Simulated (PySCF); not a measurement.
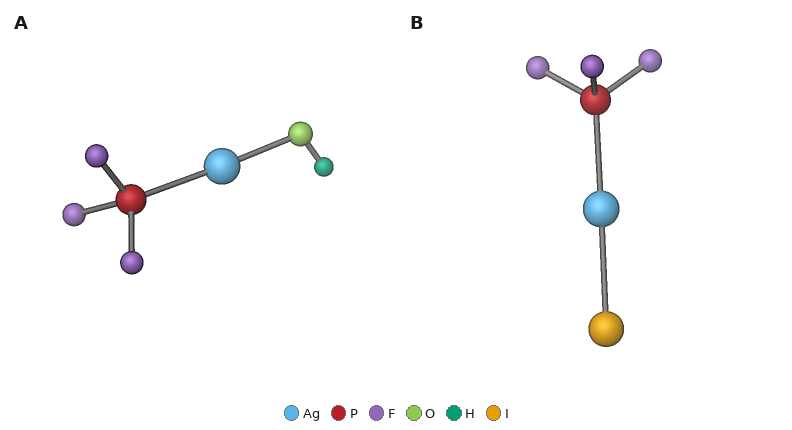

Two related species, optimised with PBE0-D3(BJ)/def2-SVP; properties computed with PySCF 2.14.0. Both: charge 0, singlet.

**What are A and B?**

A is Ag(PF3)(OH), B is Ag(PF3)I.

Compare them. With CAM-B3LYP/def2-SVPD, core potentials on Ag: dipole moment (D), HOMO–LUMO gap (eV), HOMO energy (Kohn–Sham orbital) (eV), lowest vertical singlet excitation (eV), mean static polarisability (bohr³). With PBE0-D3(BJ)/def2-SVP: mean P–Ag length (Å), mean P–F length (Å).

```tsv
quantity	A	B
dipole moment (D)	4.15	5.36
HOMO–LUMO gap (eV)	7.62	6.79
HOMO energy (Kohn–Sham orbital) (eV)	−8.56	−7.99
lowest vertical singlet excitation (eV)	4.64	4.32
mean static polarisability (bohr³)	57.9	93.2
mean P–Ag length (Å)	2.257	2.330
mean P–F length (Å)	1.576	1.574
```

Each is one conformer, and no frequency run is at hand to confirm it as a minimum.
